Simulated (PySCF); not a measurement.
## A study: C₂H₇N, SMILES `CNC`

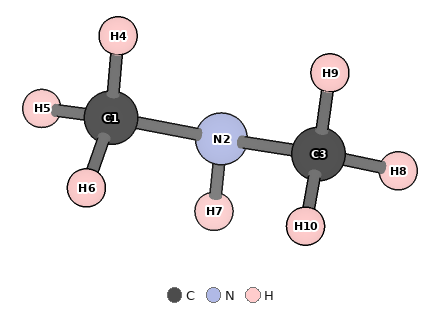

The molecule, with its atoms numbered as below. No frequency check shows the geometry to be a minimum.

Geometry (Å), atoms numbered from 1:

```
C1       1.2053    0.2233   -0.0207
N2      -0.0000   -0.5606    0.1503
C3      -1.2053    0.2233   -0.0207
H4       1.2310    0.9928    0.7516
H5       2.0712   -0.4244    0.1052
H6       1.2733    0.7191   -1.0020
H7      -0.0002   -1.3304   -0.5134
H8      -2.0712   -0.4243    0.1052
H9      -1.2310    0.9929    0.7516
H10     -1.2732    0.7191   -1.0020
```

Part 1: Bonding charge

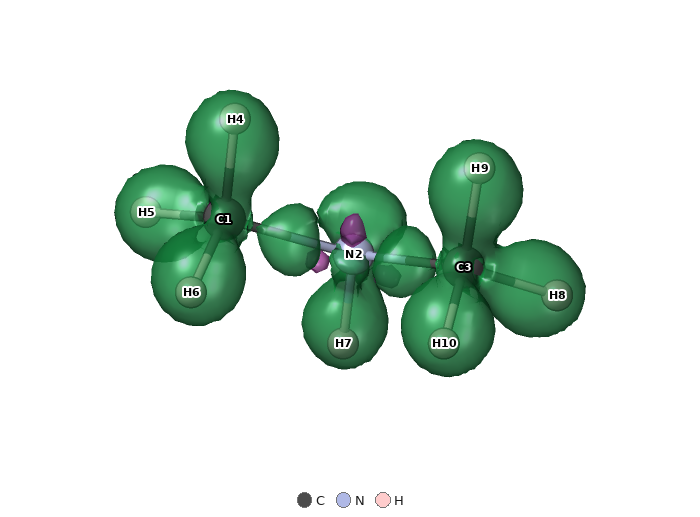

Deformation density (molecule less spherical, spin-averaged free atoms at the same positions), surfaces at ±0.18 e/Å³; green: gain, purple: loss.

Level of theory: PBE0/def2-TZVP (PySCF), at a geometry from GFN2-xTB.

Q: Describe the bonding that the map shows.

A: N2–H7: +0.85 e/Å³ at the bond critical point (bond length 1.02 Å, Mayer order 0.9). C1–H5 and C3–H8: +0.74 e/Å³ at the bond critical point (bond length 1.09 Å, Mayer order 1.0). C1–H4 and C3–H9: +0.73 e/Å³ at the bond critical point (bond length 1.09 Å, Mayer order 1.0). C1–H6 and C3–H10: +0.70 e/Å³ at the bond critical point (bond length 1.10 Å, Mayer order 1.0). N2–C3 and C1–N2: +0.37 e/Å³ at the bond critical point (bond length 1.45 Å, Mayer order 1.0). In all, 2.1 electrons gather in the regions of gain relative to the promolecule.

Part 2: Local ionisation energy

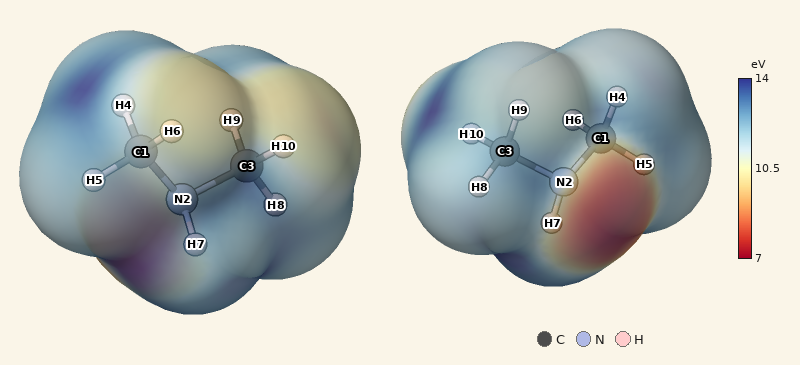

Average local ionisation energy on the surface of electron density 0.001 a.u. (back view left, front view right).

Q: Locate the minima of the map.

A: The lowest value is 7.4 eV, 2.0 Å from N2. Further minima include 9.9 eV, near H6 (1.61 Å) and H10 (1.75 Å); 11.2 eV, 1.4 Å from H4, and at like points elsewhere. For comparison, the highest occupied orbital lies at −6.4 eV.

Part 3: In an electric field

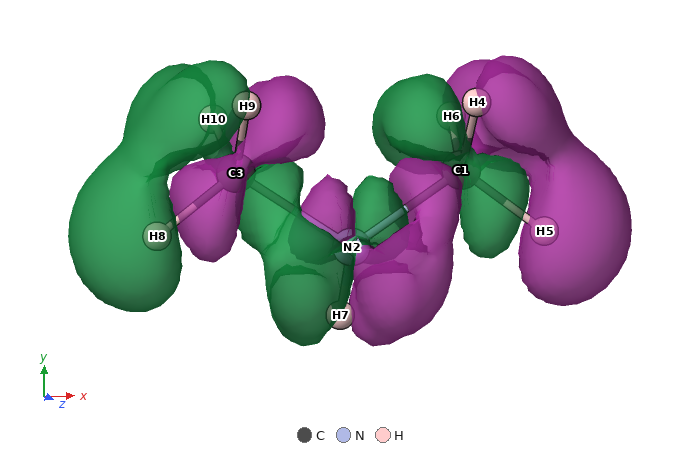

Change of the electron density in a uniform field of 0.21 V/Å, surfaces at ±0.0015 e/Å³ (green: gain, purple: loss).

Level of theory: PBE0/def2-TZVP (PySCF), at a geometry from GFN2-xTB. A basis without diffuse functions makes polarisabilities too small.

Q: Along which Cartesian direction does the field point?

A: Along +x: electrons gather on the −x side, against the field.

Q: What dipole is induced, and what polarisability does it imply?

A: The induced dipole is 0.40 D (along the field); α along this axis, from the fields in both directions, is 39 bohr³ (5.8 Å³).

Q: Which atoms gain and lose the most charge?

A: Electrons gather most on H8 (Hirshfeld charge changes by −0.008 e) and leave H5 most (+0.008 e); 0.039 electrons are displaced in all.

Part 4: Removing or adding an electron

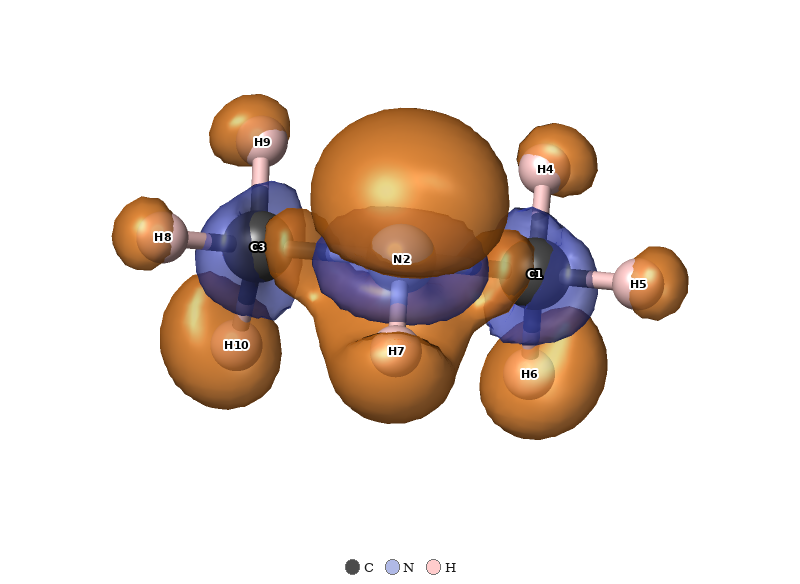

Fukui function f⁻ = ρ(N) − ρ(N−1) at fixed geometry, surfaces at ±0.04 e/Å³ (orange positive, blue negative).

PySCF calculation, PBE0/def2-TZVP, gas phase; geometry: GFN2-xTB.

Q: On which atoms does the density change most on removal of an electron?

A: f⁻ (Hirshfeld-condensed) is largest on N2 (0.33); the vertical ionisation energy is 8.75 eV (the stability of the cation's solution wasn't checked). Condensed values hint at sites of electrophilic attack but needn't mark the atom that reacts. Orbital relaxation makes it negative in places (0.21 e in all).

```csv
atom,f⁻,charge
C1,+0.07,−0.08
N2,+0.33,−0.18
C3,+0.07,−0.08
H4,+0.06,+0.04
H5,+0.06,+0.04
H6,+0.10,+0.03
H7,+0.10,+0.11
H8,+0.06,+0.04
H9,+0.06,+0.04
H10,+0.10,+0.03
```
